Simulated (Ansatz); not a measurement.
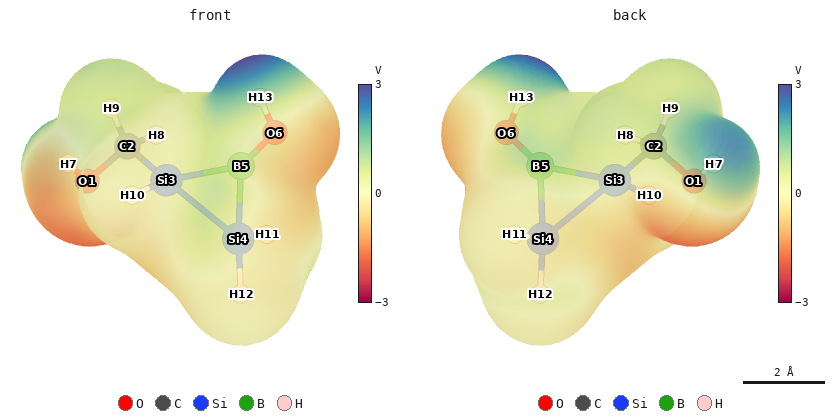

Figure. CH7BO2Si2 (SMILES OC[SiH]1[SiH2]B1O). The molecular electrostatic potential painted on the density surface at 0.002 e/bohr³, seen from the front and from behind; red is negative and blue positive.

The calculation used Ansatz, RKS PBE0-D4/def2-SVP.

```xyz
13

O     0.4349   -1.8083    2.2302
C     0.0210   -0.6515    1.5488
Si    0.6169    0.8790    2.5094
Si    2.6782    1.9462    2.4142
B     0.9078    2.7940    1.9085
O     0.3933    3.9280    1.4230
H     0.1397   -2.5771    1.7313
H     0.4317   -0.5821    0.5207
H    -1.0829   -0.5810    1.4535
H     0.0720    0.9360    3.9046
H     3.4245    1.6492    1.1486
H     3.5941    2.1919    3.5686
H    -0.5371    3.8464    1.1775
```

Q: Which sites attract a positive test charge, and which a negative one?

A: A positive charge is drawn to the negative regions and a negative charge to the positive ones. The most negative region (about −1.7 V) lies over O1, the most positive (about +2.9 V) over H13. O1 is the likeliest acceptor of a hydrogen bond.
